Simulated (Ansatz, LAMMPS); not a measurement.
# Glassy 63SiO2-14B2O3-11Na2O-11CaO (mol %) (111 atoms): a single point

Aim: energy, forces, charges and density of states of glassy 63SiO2-14B2O3-11Na2O-11CaO (mol %) (111 atoms) at a fixed geometry.

Program: Ansatz 0.2.0. Level of theory: Kohn-Sham DFT, PBEsol, PAW (set soft_2), plane waves. Results are calculated unless marked as measured.

## (1) The structure

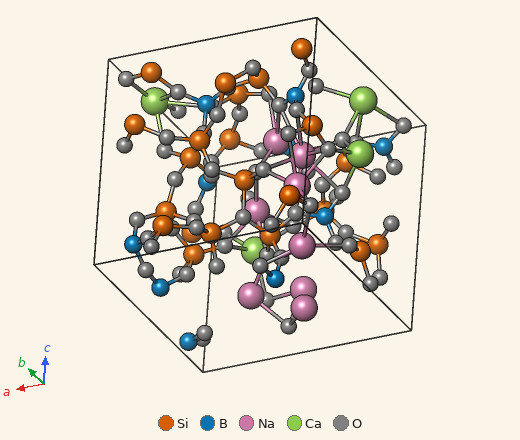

Start, viewed from a free direction; silicon orange, boron blue, sodium pink, calcium green, oxygen grey. Bonds to atoms that aren't drawn are left out.

The cell holds 111 atoms: 22 Si, 10 B, 8 Na, 4 Ca and 67 O. Cell: a = 11.199 Å, b = 11.199 Å, c = 11.199 Å, α = 90.0°, β = 90.0°, γ = 90.0°. 111 atoms (22 Si, 10 B, 8 Na, 4 Ca, 67 O) placed at random at 2.33 g/cm³, melted at 3000 K for 20 ps at fixed volume with the Buckingham and Coulomb pair potential of Guillot and Sator (Geochim. Cosmochim. Acta 71, 1249 (2007)) with the boron terms of Wang et al. (J. Non-Cryst. Solids 498, 294 (2018)). Quenched from 3000 K to 300 K at 1000 K/ps and fixed volume, held 10 ps at zero pressure.

Before any run, some limits are plain. The quench rate of 1000 K/ps is many orders above laboratory rates, so the cell is likely richer in defects and strain than a real sample. The starting topology of bonds comes from the classical model, and needn't be the one that DFT or experiment would give. Only the Γ point is sampled, in a cell whose shortest periodic width is 11 Å.

## (2) The classical run that made the cell

A classical potential makes the cell, at a small fraction of what the same run would cost in DFT.

This step: classical MD, Buckingham and Coulomb pair potential of Guillot and Sator (Geochim. Cosmochim. Acta 71, 1249 (2007)) with the boron terms of Wang et al. (J. Non-Cryst. Solids 498, 294 (2018)) (LAMMPS 22 Jul 2025 - Update 4).

Input file in.lmp:

```
# melt-quench of Si22B10Na8Ca4O67
units metal
atom_style charge
boundary p p p
region box block 0 11.5178 0 11.5178 0 11.5178
create_box 5 box
mass 1 28.0850   # Si
mass 2 10.8100   # B
mass 3 22.9898   # Na
mass 4 40.0780   # Ca
mass 5 15.9990   # O
create_atoms 1 random 22 97816 NULL overlap 1.5 maxtry 2000
create_atoms 2 random 10 97823 NULL overlap 1.5 maxtry 2000
create_atoms 3 random 8 97830 NULL overlap 1.5 maxtry 2000
create_atoms 4 random 4 97837 NULL overlap 1.5 maxtry 2000
create_atoms 5 random 67 97844 NULL overlap 1.5 maxtry 2000
pair_style buck/coul/long 9.0
pair_coeff * * 0.0 1.0 0.0
pair_coeff 1 5 50306.10 0.161 46.2978   # Si-O
pair_coeff 2 5 206941.81 0.124 35.0018   # B-O
pair_coeff 3 5 120303.80 0.17 0   # Na-O
pair_coeff 4 5 155667.70 0.178 42.2597   # Ca-O
pair_coeff 5 5 9022.79 0.265 85.0921   # O-O
pair_coeff 2 2 484.40 0.35 0.0   # B-B
pair_coeff 1 2 337.70 0.29 0.0   # Si-B
set type 1 charge 1.89
set type 2 charge 1.4175
set type 3 charge 0.4725
set type 4 charge 0.945
set type 5 charge -0.945
kspace_style pppm 1.0e-4
neigh_modify delay 0 every 1 check yes
thermo_style custom step time temp pe press density
thermo_modify norm yes
# [... 17 lines left out ...]
fix md all nvt temp 3000 300 0.1
run 2700 post no
unfix md
thermo 3333
fix md all npt temp 300 300 0.1 iso 0 0 1
run 10000 post no
unfix md
write_dump all custom glass.dump id type xs ys zs modify sort id
```

Run with:

```bash
$ lmp -in in.lmp -log none -nocite
```

Numbers of over 12 decimals in the logs are rounded to 6 here.

Output:

```text
LAMMPS (22 Jul 2025 - Update 4)
Created orthogonal box = (0 0 0) to (11.5178 11.5178 11.5178)
Created 22 atoms
Created 10 atoms
Created 8 atoms
Created 4 atoms
Created 67 atoms
PPPM initialization ...
  G vector (1/distance) = 0.33002151
  grid = 10 10 10
  estimated relative force accuracy = 5.5309723e-05
   Step          Time           Temp          PotEng         Press         Density
         0   0              0              4.1614738      1498562.9      2.3280214
       100   0.1            0             -10.25449      -14656.515      2.3280214
       113   0.113          0             -10.276502     -14108.898      2.3280214
Loop time of 0.256922 s on 1 MPI rank(s) for 113 steps with 111 atoms
Minimization stats:
  Stopping criterion = energy tolerance
  Energy initial, next-to-last, final =
      4.16147383176347   -10.275564541056  -10.2765018373608
  Force two-norm initial, final = 524.8134 3.8269962
  Iterations, force evaluations = 113 180
[... 7 lines left out ...]
      3333   3.333          2791.5659     -10.071575      10840.519      2.3280214
      6666   6.666          2978.4585     -10.051131      5747.4812      2.3280214
      9999   9.999          3949.4073     -9.9713134     -6209.2473      2.3280214
     13332   13.332         2864.2994     -10.095534      14265.447      2.3280214
     16665   16.665         3175.7779     -10.004784     -300.21469      2.3280214
[... 2 lines left out ...]
Loop time of 17.063 s on 1 MPI rank(s) for 20000 steps with 111 atoms
   Step          Time           Temp          PotEng         Press         Density
[... 12 lines left out ...]
Loop time of 2.91781 s on 1 MPI rank(s) for 2700 steps with 111 atoms
   Step          Time           Temp          PotEng         Press         Density
[... 1 line left out ...]
     26664   26.664         273.09141     -10.434433      14613.48       2.4774051
     29997   29.997         322.17291     -10.432614     -6700.169       2.4620356
     33330   33.33          271.09796     -10.441329     -11400.257      2.4870538
     33700   33.7           308.39938     -10.433857      6604.1943      2.5327524
Loop time of 11.6821 s on 1 MPI rank(s) for 10000 steps with 111 atoms
```

Elapsed: 34 s, on 1 thread of AMD EPYC 7R43, shared host; peak memory 0.077 GiB.

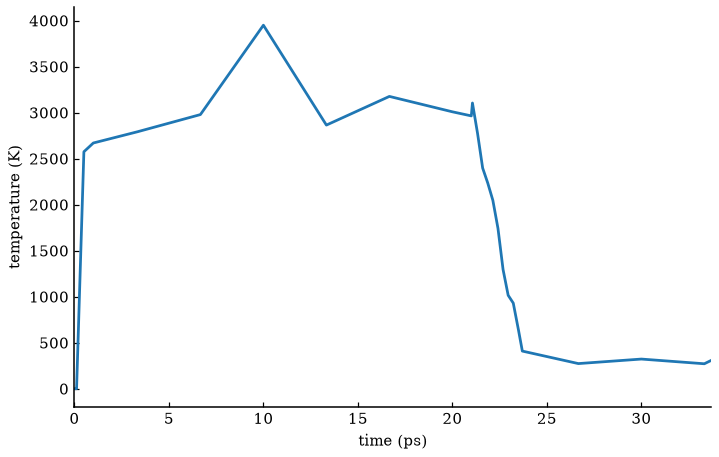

Temperature against time.

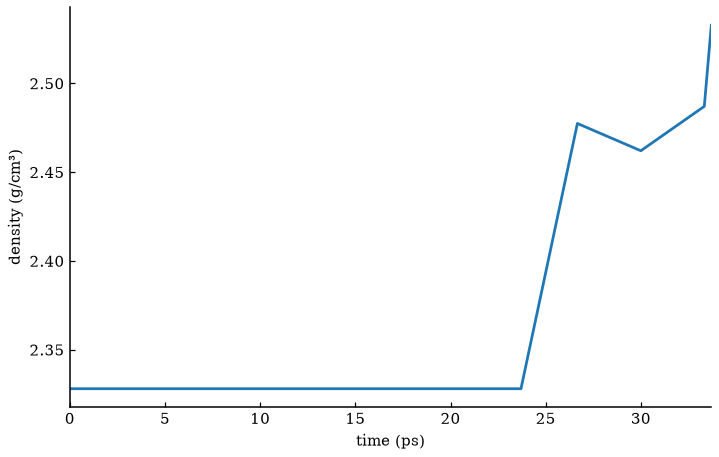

Density against time.

## (3) Plane-wave single point

The electrons are solved once, with the atoms held.

Input file input.yaml:

```yaml
crystal:
  lattice:
    - [11.1987, 0.0, 0.0]
    - [0.0, 11.1987, 0.0]
    - [0.0, 0.0, 11.1987]
  atoms:
    - { symbol: Si, position: [0.07393, 0.99591, 0.15166] }
    - { symbol: Si, position: [0.4662, 0.7014, 0.4599] }
    - { symbol: Si, position: [0.71785, 0.92928, 0.17081] }
    - { symbol: Si, position: [0.07445, 0.35478, 0.21527] }
    - { symbol: Si, position: [0.77619, 0.30624, 0.92887] }
    - { symbol: Si, position: [0.61761, 0.68814, 0.23976] }
    - { symbol: Si, position: [0.84686, 0.41981, 0.32314] }
    - { symbol: Si, position: [0.97511, 0.22202, 0.55945] }
    - { symbol: Si, position: [0.81576, 0.94969, 0.92527] }
    - { symbol: Si, position: [0.14947, 0.07657, 0.40861] }
    - { symbol: Si, position: [0.77528, 0.63455, 0.66637] }
    - { symbol: Si, position: [0.85437, 0.99229, 0.65738] }
    - { symbol: Si, position: [0.85293, 0.67296, 0.39981] }
    - { symbol: Si, position: [0.20082, 0.3036, 0.70312] }
    - { symbol: Si, position: [0.39403, 0.76954, 0.9058] }
    - { symbol: Si, position: [0.61907, 0.54099, 0.99496] }
    - { symbol: Si, position: [0.62228, 0.83597, 0.61433] }
    - { symbol: Si, position: [0.10498, 0.92624, 0.90851] }
    - { symbol: Si, position: [0.37232, 0.16742, 0.57049] }
    - { symbol: Si, position: [0.43058, 0.98697, 0.77625] }
    - { symbol: Si, position: [0.07375, 0.84499, 0.57025] }
    - { symbol: Si, position: [0.43086, 0.50923, 0.28417] }
    - { symbol: B, position: [0.97201, 0.19225, 0.04342] }
    - { symbol: B, position: [0.35917, 0.5645, 0.02934] }
    - { symbol: B, position: [0.82299, 0.39074, 0.68566] }
    - { symbol: B, position: [0.6552, 0.7417, 0.84808] }
    - { symbol: B, position: [0.11756, 0.14069, 0.84543] }
    - { symbol: B, position: [0.21378, 0.75965, 0.78682] }
    - { symbol: B, position: [0.23088, 0.40396, 0.39133] }
    - { symbol: B, position: [0.57992, 0.12602, 0.94436] }
    - { symbol: B, position: [0.93917, 0.78198, 0.2017] }
    - { symbol: B, position: [0.93078, 0.53782, 0.11734] }
    - { symbol: Na, position: [0.17236, 0.76427, 0.33949] }
    - { symbol: Na, position: [0.43547, 0.5034, 0.74578] }
    - { symbol: Na, position: [0.25298, 0.59606, 0.59295] }
    - { symbol: Na, position: [0.35522, 0.30732, 0.02142] }
    - { symbol: Na, position: [0.64489, 0.26074, 0.1647] }
    - { symbol: Na, position: [0.49262, 0.08227, 0.25651] }
    - { symbol: Na, position: [0.18574, 0.66115, 0.10495] }
    - { symbol: Na, position: [0.56341, 0.4109, 0.48171] }
    - { symbol: Ca, position: [0.08422, 0.40433, 0.92544] }
    - { symbol: Ca, position: [0.70346, 0.14999, 0.45345] }
    - { symbol: Ca, position: [0.01422, 0.52328, 0.58943] }
    - { symbol: Ca, position: [0.93002, 0.70034, 0.93809] }
    - { symbol: O, position: [0.93341, 0.66969, 0.13418] }
    - { symbol: O, position: [0.31772, 0.29169, 0.62152] }
    - { symbol: O, position: [0.9, 0.52965, 0.40411] }
    - { symbol: O, position: [0.53735, 0.77442, 0.88755] }
    - { symbol: O, position: [0.95726, 0.91278, 0.94173] }
    - { symbol: O, position: [0.73088, 0.92664, 0.60372] }
    - { symbol: O, position: [0.67964, 0.4064, 0.98114] }
    - { symbol: O, position: [0.34119, 0.76709, 0.45081] }
    - { symbol: O, position: [0.83136, 0.35467, 0.80225] }
    - { symbol: O, position: [0.74139, 0.34503, 0.38361] }
    - { symbol: O, position: [0.25493, 0.51797, 0.97101] }
    - { symbol: O, position: [0.1264, 0.02319, 0.80956] }
    - { symbol: O, position: [0.20287, 0.23205, 0.83328] }
    - { symbol: O, position: [0.04178, 0.16333, 0.44375] }
    - { symbol: O, position: [0.06195, 0.71392, 0.52141] }
    - { symbol: O, position: [0.04811, 0.85641, 0.17042] }
    - { symbol: O, position: [0.60971, 0.83041, 0.19103] }
    - { symbol: O, position: [0.90396, 0.63309, 0.72822] }
    - { symbol: O, position: [0.33321, 0.47727, 0.38844] }
    - { symbol: O, position: [0.4954, 0.63791, 0.31922] }
    - { symbol: O, position: [0.01474, 0.16628, 0.91355] }
    - { symbol: O, position: [0.66355, 0.73195, 0.71212] }
    - { symbol: O, position: [0.68829, 0.62893, 0.89961] }
    - { symbol: O, position: [0.14799, 0.04102, 0.26692] }
    - { symbol: O, position: [0.19876, 0.35022, 0.28481] }
    - { symbol: O, position: [0.83456, 0.84466, 0.17611] }
    - { symbol: O, position: [0.47152, 0.53319, 0.96883] }
    - { symbol: O, position: [0.12705, 0.94976, 0.48604] }
    - { symbol: O, position: [0.70127, 0.02683, 0.27581] }
    - { symbol: O, position: [0.36257, 0.52267, 0.15497] }
    - { symbol: O, position: [0.15253, 0.43869, 0.72987] }
    - { symbol: O, position: [0.73121, 0.9921, 0.03792] }
    - { symbol: O, position: [0.80858, 0.69413, 0.53731] }
    - { symbol: O, position: [0.94028, 0.76355, 0.3303] }
    [... 27 atom lines left out ...]
    - { symbol: O, position: [0.5103, 0.17736, 0.52077] }
    - { symbol: O, position: [0.82505, 0.02349, 0.79716] }
    - { symbol: O, position: [0.74845, 0.49124, 0.6508] }
    - { symbol: O, position: [0.32202, 0.70268, 0.79497] }
    - { symbol: O, position: [0.51647, 0.14481, 0.05053] }
    - { symbol: O, position: [0.89673, 0.34457, 0.59428] }
kpoints:
  mp_grid: { grid: [1, 1, 1] }
hamiltonian:
  xc: pbesol
scf:
  occupations: { method: fixed }
output:
  forces: true
  stress: true
  populations: true
  dos:
    method: { smearing: { sigma: 0.1 } }
    de: 0.1
    projected: { site_lists: { B: [B], Ca: [Ca], Na: [Na], O: [O], Si: [Si] } }
  eigenvalues: true
  write_density: true
  write_potential: true
  volumetric_format: npy
```

Run with:

```bash
$ ansatz run input.yaml --threads 8 --pin off --max-ram 15872MiB --backend cpu --events-out ev --progress --plain --runs-dir out
```

Output:

```text
Engine: ansatz 0.2.0, x86_64-unknown-linux-gnu
Pseudopotentials: kind: paw
Pseudopotential: Si, paw, valence charge 4, recommended cutoff 420 eV (normal), Si.paw.azcp
Pseudopotential: B, paw, valence charge 3, recommended cutoff 420 eV (normal), B.paw.azcp
Pseudopotential: Na, paw, valence charge 9, recommended cutoff 420 eV (normal), Na.paw.azcp
Pseudopotential: Ca, paw, valence charge 10, recommended cutoff 420 eV (normal), Ca.paw.azcp
Pseudopotential: O, paw, valence charge 6, recommended cutoff 420 eV (normal), O.paw.azcp
[... 3 lines on functional and potentials left out ...]
Crystal: 111 atoms, lattice volume = 1404.439 Å³
Basis set: ecut = 420 eV, 27609 PW (Γ), exchange–correlation on 150×150×150 points (8 copies of the dense FFT grid, shifted against one another)
Bands: 427, of which v1, the nominal top of the filled ones, is band 316 counted from 1 (315 counted from 0)
Symmetry: 1 space group operations
Space group: P1 (ITA 1), of the structure as read, at distance tolerance 1.1e-4 Å
k-points: 1
[... 16 lines on functional and potentials left out ...]
Initial density: superposition of atomic densities (neutral atoms: chi_scale 0, normalization atom), corrected by the library's trained network
Initial wavefunctions: pseudopotential atomic-orbital guess
Functional: x = pbesol(κ = 0.804, μ = 0.123457), c = pbesol(β = 0.046)
SCF iter   1: F=—  HF=-71864.563500 eV  |F-HF|=—  |Δ(HF+E_count)|=         —  Δρ=1.15e-2  dr2=1.52e0  ethr=1.77e-3  ⟨swp⟩=5.0  Hψ=1629  notcnv=0  defer=109
preconditioner: auto → Resta (q_TF=auto, 2.388 Å⁻¹)  ε∞=3.1  [insulator: Δε(μ)=2.772 eV  Ē_g=16.978 eV  n_scr=340 (ndim 8)  ℏωp=24.4 eV  f_vac=0.152  ε∞_Penn≈3.1]
SCF iter   2: F=—  HF=-71864.138529 eV  |F-HF|=—  |Δ(HF+E_count)|=   4.25e-1  Δρ=2.31e-3  dr2=8.01e-2  ethr=2.41e-4  ⟨swp⟩=2.0  Hψ=694  notcnv=0  defer=109
SCF iter   3: F=—  HF=-71864.127451 eV  |F-HF|=—  |Δ(HF+E_count)|=   1.11e-2  Δρ=1.10e-3  dr2=2.50e-2  ethr=1.27e-5  ⟨swp⟩=3.0  Hψ=540  notcnv=0  defer=109
SCF iter   4: F=—  HF=-71864.124665 eV  |F-HF|=—  |Δ(HF+E_count)|=   2.79e-3  Δρ=6.68e-4  dr2=6.09e-3  ethr=3.96e-6  ⟨swp⟩=3.0  Hψ=541  notcnv=0  defer=109
SCF iter   5: F=—  HF=-71864.123633 eV  |F-HF|=—  |Δ(HF+E_count)|=   1.03e-3  Δρ=1.67e-4  dr2=4.23e-4  ethr=9.64e-7  ⟨swp⟩=2.0  Hψ=539  notcnv=0  defer=109
SCF iter   6: F=—  HF=-71864.123745 eV  |F-HF|=—  |Δ(HF+E_count)|=   1.11e-4  Δρ=7.83e-5  dr2=7.56e-5  ethr=6.69e-8  ⟨swp⟩=2.0  Hψ=536  notcnv=0  defer=109
SCF iter   7: F=—  HF=-71864.121562 eV  |F-HF|=—  |Δ(HF+E_count)|=   2.18e-3  Δρ=2.77e-5  dr2=1.07e-5  ethr=1.20e-8  ⟨swp⟩=2.0  Hψ=739  notcnv=0  defer=107
SCF iter   8: F=—  HF=-71864.121568 eV  |F-HF|=—  |Δ(HF+E_count)|=   6.37e-6  Δρ=1.04e-5  dr2=1.64e-6  ethr=1.69e-9  ⟨swp⟩=2.0  Hψ=537  notcnv=0  defer=107
SCF iter   9: F=—  HF=-71864.121570 eV  |F-HF|=—  |Δ(HF+E_count)|=   1.34e-6  Δρ=5.40e-6  dr2=4.13e-7  ethr=2.60e-10  ⟨swp⟩=2.0  Hψ=625  notcnv=0  defer=107
SCF iter  10: F=-71864.121570 eV  HF=-71864.121570 eV  |F-HF|=6.67e-8  |Δ(HF+E_count)|=   2.33e-7  Δρ=1.69e-6  dr2=5.23e-8  ethr=1.58e-11  ⟨swp⟩=20.0  Hψ=4424  notcnv=0
SCF 1 converged in 10 iterations: F = -71864.121570 eV  dr2 = 5.23e-8
  greatest PAW one-centre occupation: 0.999 electrons in one spin orbital (limit 2), on the Na atom at site 38 (counted from 0), in its partial waves of l = 0
WARN: The input density's exchange-correlation potential varies sharply where the density is thin. Do not read a vacuum level from v_tot or v_xc, or from such a field of the output density. On a cell that repeats whose density bears no net charge and no dipole along the vacuum's axis use v_es (v_loc + v_h of the components); [...]
SCF converged after 10 iterations
Free energy (F): -71864.121570 eV
Harris-Foulkes:  -71864.121570 eV  (|F-HF|=6.67e-8)
Internal energy: -71864.121570 eV  (E = F + TS)
E sigma→0 (E₀):  -71864.121570 eV
Fermi energy:    4.601464 eV
--- Per-component energies (eV) ---
  E_band       = -4289.215359
  E_kinetic    = 15417.968793
  E_local      = -49624.119344  (includes V_loc(G=0)·N_el)
  E_nonlocal   = 5068.565117
  E_hartree    = 18371.908483
  E_xc         = -7279.240796
  E_vxc        = -8786.924759  (∫ρ·V_xc dr)
  E_paw        = -27367.659546  (= ΣΔE_a)
  E_vpaw       = -3108.688788  (= ΣTr[D̂ρ^β])
  E_aug_tail   = 0.169879  (compensation charges beyond the density's cutoff)
  E_ewald      = -26455.832616
  E_core_change = 4.118461  (= ΣΔE_core)
  E_smearing   = -0.000000  (= −TS)
  E_closure    = 0.000000  (closes the sum)
  Σ components = -71864.121570   (vs F -71864.121570, Δ=0.00e0)
--- Forces (eV/Å), atoms counted from 1 ---
  atom   1  Si    -1.16693734     0.61098493    -1.46209399
  atom   2  Si    -2.63526403     0.25868436     2.25852614
  atom   3  Si     1.41174110    -0.14523696     1.55029920
  atom   4  Si    -2.35804079     1.88339450    -0.44156616
  atom   5  Si    -2.61331782     0.35377367     0.75664697
  atom   6  Si     0.89183863     1.50704715    -2.57031095
  atom   7  Si     1.12607589    -0.42707351    -2.42887138
  atom   8  Si     2.07483342    -0.03626454     0.18856670
  atom   9  Si    -1.03338375    -0.46604077    -1.21788406
  atom  10  Si     0.85567085    -1.24443067     1.55571810
  atom  11  Si     2.71735201    -0.11479695    -0.11687572
  atom  12  Si    -1.97279432    -1.56984173     2.07629634
  atom  13  Si    -0.78029736    -1.42204427    -0.72594915
  atom  14  Si    -2.53564297     1.82006703    -0.55516828
[...]
atom 110  O      1.04902724     0.18570057    -1.16055521
  atom 111  O     -0.48546420    -0.06992350     0.04755275
  max |Σ_I F_I| component: 1.86e-4 eV/Å
--- Stress (GPa, compression-positive) ---
       -2.436653      -0.041411       2.138324
       -0.041411      -2.189871       0.123286
        2.138326       0.123286      -1.782706
  P = ⅓ Tr σ = -2.1364 GPa (-21.364 kbar)
--- Band table (eV) ---
  k-point 0: bands = ["-46.9597", "-46.7524", "-46.3444", "-45.9695", [... 411 levels ...], "13.5462", "13.5739", "13.6180", "13.6684", "13.7030", "13.7107", "13.7890", "13.8408", "13.8933", "13.9269", "13.9556", "13.9773"]
--- Löwdin populations: 111 sites ---
  site symbol       q [e]
     0     Si      2.2666
     1     Si      2.4228
     2     Si      2.3224
[...]
110      O      6.5951
  spilling = 0.011571 (of n_electrons = 632.000000)
```

Wall time 16 s (8 threads of AMD EPYC 7R43, shared host); peak memory 2.1 GiB.

The program notes that the exchange-correlation potential is rough where the density is thin.

The run gave:

```
free energy                                      : -71864.1216 eV
free energy per atom                             : -647.4245 eV/atom
SCF cycles                                       : 10
pressure                                         : -2.136 GPa
r.m.s. force component                           : 1.093 eV/Å
longest force                                    : 6.395 eV/Å
Fermi energy                                     : 4.601 eV
gap (highest filled to lowest empty level) : 2.567 eV
spilling of the projection                       : 0.01157
```

Neighbours are counted within 2.12 Å (O-Si), 1.83 Å (O-B), 3.08 Å (O-Na), 2.83 Å (O-Ca).

Length of the force by element and coordination:

| element | coordination | atoms | mean length of the force (eV/Å) | spread | least | most |
| --- | --- | --- | --- | --- | --- | --- |
| B | all | 10 | 2.03 | 0.976 | 0.717 | 3.39 |
| B | 3 | 5 | 2.57 | 0.607 | 1.52 | 3.38 |
| B | 4 | 5 | 1.49 | 0.979 | 0.717 | 3.39 |
| Ca | all | 4 | 1.38 | 0.265 | 1.11 | 1.76 |
| Ca | 4 | 1 | 1.15 | 0 | 1.15 | 1.15 |
| Ca | 6 | 3 | 1.45 | 0.266 | 1.11 | 1.76 |
| Na | all | 8 | 0.684 | 0.219 | 0.362 | 1.07 |
| Na | 2 | 1 | 0.496 | 0 | 0.496 | 0.496 |
| Na | 4 | 1 | 0.594 | 0 | 0.594 | 0.594 |
| Na | 5 | 2 | 0.640 | 0.0626 | 0.578 | 0.703 |
| Na | 6 | 1 | 0.362 | 0 | 0.362 | 0.362 |
| Na | 7 | 2 | 0.833 | 0.118 | 0.715 | 0.951 |
| Na | 8 | 1 | 1.07 | 0 | 1.07 | 1.07 |
| O | all | 67 | 1.35 | 0.567 | 0.110 | 3.02 |
| O | 2 | 27 | 1.31 | 0.602 | 0.110 | 2.69 |
| O | 3 | 25 | 1.37 | 0.527 | 0.318 | 2.56 |
| O | 4 | 15 | 1.38 | 0.562 | 0.775 | 3.02 |
| Si | all | 22 | 2.77 | 1.01 | 1.00 | 6.39 |

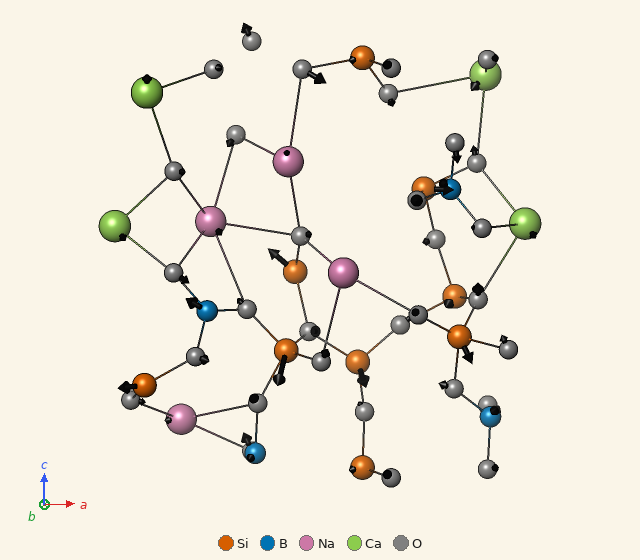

Forces as arrows; the longest in the cell is 6.39 eV/Å. Drawn is a slice 4 Å thick, seen along the normal of the ac plane. Bonds to atoms that aren't drawn are left out.

Löwdin charges by element and coordination (they lack the spilled electrons, 0.066 e an atom on average):

| element | coordination | atoms | mean charge (e) | spread | least | most |
| --- | --- | --- | --- | --- | --- | --- |
| B | all | 10 | 0.549 | 0.0435 | 0.476 | 0.613 |
| B | 3 | 5 | 0.582 | 0.0244 | 0.547 | 0.613 |
| B | 4 | 5 | 0.517 | 0.0336 | 0.476 | 0.560 |
| Ca | all | 4 | 1.77 | 0.0103 | 1.76 | 1.78 |
| Ca | 4 | 1 | 1.78 | 0 | 1.78 | 1.78 |
| Ca | 6 | 3 | 1.77 | 0.0101 | 1.76 | 1.78 |
| Na | all | 8 | 0.802 | 0.0199 | 0.771 | 0.828 |
| Na | 2 | 1 | 0.828 | 0 | 0.828 | 0.828 |
| Na | 4 | 1 | 0.819 | 0 | 0.819 | 0.819 |
| Na | 5 | 2 | 0.817 | 0.0047 | 0.812 | 0.821 |
| Na | 6 | 1 | 0.771 | 0 | 0.771 | 0.771 |
| Na | 7 | 2 | 0.790 | 0.0108 | 0.779 | 0.800 |
| Na | 8 | 1 | 0.786 | 0 | 0.786 | 0.786 |
| O | all | 67 | -0.732 | 0.124 | -0.995 | -0.492 |
| O | 2 | 27 | -0.711 | 0.08 | -0.794 | -0.541 |
| O | 3 | 25 | -0.733 | 0.132 | -0.986 | -0.492 |
| O | 4 | 15 | -0.770 | 0.160 | -0.995 | -0.577 |
| Si | all | 22 | 1.70 | 0.0473 | 1.58 | 1.75 |

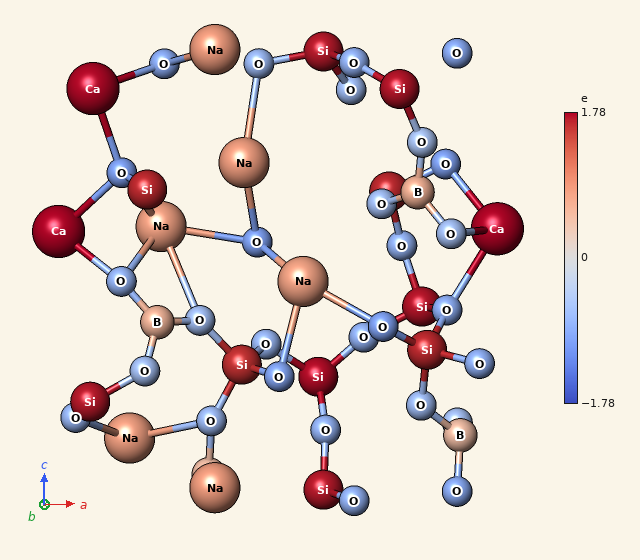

Atoms coloured by Löwdin charge. Drawn is a slice 4 Å thick, seen along the normal of the ac plane. Bonds to atoms that aren't drawn are left out.

(Continued in part 2 of 2.)

[Logs are printed without paths, hosts, clocks, repeated set-up lines and the standing remarks that a program may print on its own settings, such as how far it seeks lower states.]

[Hosts, paths, dates, database ids (printed as entryN), source tags and the programs' standing remarks are cut or masked in the printed files.]
